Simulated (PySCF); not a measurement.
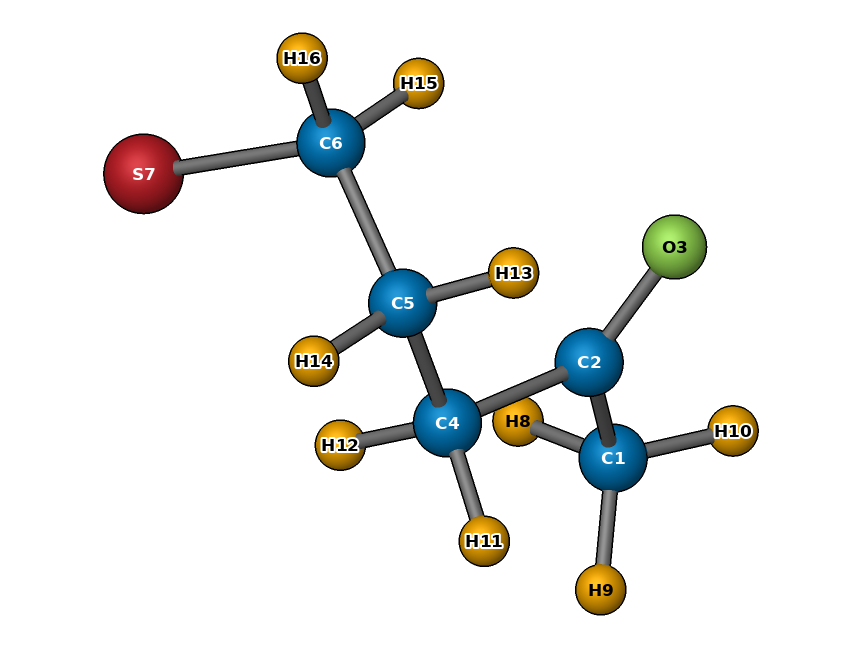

The questions are on Mulliken spin populations. Charge 0, doublet. The computed structure is the end point of a GFN2-xTB optimisation. No frequency run is at hand to confirm it as a minimum. Method: UKS B3LYP, pcH-1 on C H O S, non-relativistic (PySCF 2.14.0).

Which atom carries the largest spin population?

S7 (0.97 e).

Which atom has the lowest spin population?

C6 (−0.04 e); a negative value comes from spin polarisation.

Give the Mulliken spin populations atom by atom.

```json
{"atom": "C1", "value (e)": "0.00"}
{"atom": "C2", "value (e)": "0.00"}
{"atom": "O3", "value (e)": "0.00"}
{"atom": "C4", "value (e)": "0.00"}
{"atom": "C5", "value (e)": "0.00"}
{"atom": "C6", "value (e)": "−0.04"}
{"atom": "S7", "value (e)": "0.97"}
{"atom": "H8", "value (e)": "0.00"}
{"atom": "H9", "value (e)": "0.00"}
{"atom": "H10", "value (e)": "0.00"}
{"atom": "H11", "value (e)": "0.00"}
{"atom": "H12", "value (e)": "0.00"}
{"atom": "H13", "value (e)": "0.00"}
{"atom": "H14", "value (e)": "0.00"}
{"atom": "H15", "value (e)": "0.04"}
{"atom": "H16", "value (e)": "0.02"}
```

The run warned: orbitally degenerate or nearly so: second-order g, spin-orbit hyperfine and D do not apply.

Mulliken values depend strongly on the basis set.
